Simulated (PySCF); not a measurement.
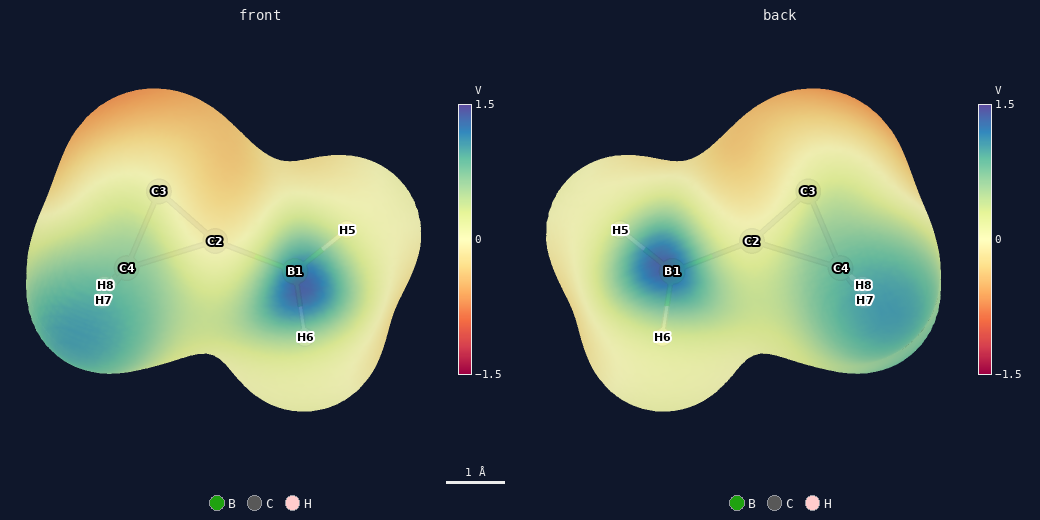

The picture shows: C3H4B (doublet). The electrostatic potential painted on the density surface at 0.002 e/bohr³, seen from the front and from behind; red is negative and blue positive.

Geometry: GFN2-xTB.

Computed with UKS B3LYP, pcH-1 on B C H, non-relativistic, mean-field spin-orbit, GIAO in PySCF 2.14.0, density-fitted response routines.

```xyz
8

B     1.4416    0.0456    0.5490
C    -0.0084   -0.2453    0.3966
C    -1.1945   -0.7335    0.6592
C    -1.2643    0.0423   -0.5762
H     2.0293   -0.3816    1.4649
H     1.9858    0.7031   -0.2531
H    -1.2892   -0.4582   -1.5357
H    -1.6913    1.0370   -0.5737
```

**Where is the surface potential most negative and most positive?**

The most negative region (about −0.7 V, or −16 kcal/mol for a unit charge) lies over C3, the most positive (about +1.3 V, or +30 kcal/mol for a unit charge) over B1.
